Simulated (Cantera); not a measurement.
Input: 1 mol Si, 5.5 mol Br2, equilibrated at 1.00 bar.

Method: chemical equilibrium by Gibbs-energy minimisation in Cantera with the NASA 1993 tables (ideal gas, pure condensed phases). Candidate condensed phases: Br2, Si; 9 gas species. The tables' values for SiBr3 are old estimates; treat these amounts as uncertain. Rates play no part.

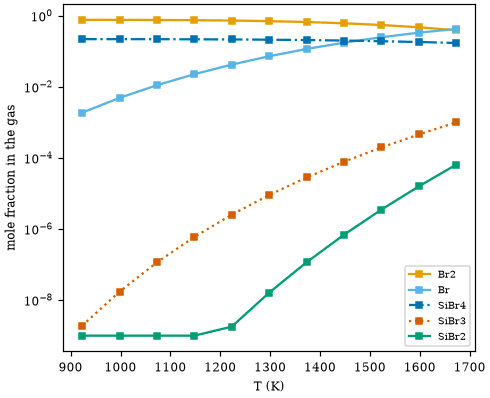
Figure: Equilibrium gas composition (values under 1e-9 drawn at 1e-9)

From 923 K to 1673 K nothing is condensed. The main Si-bearing gas is SiBr4 throughout.
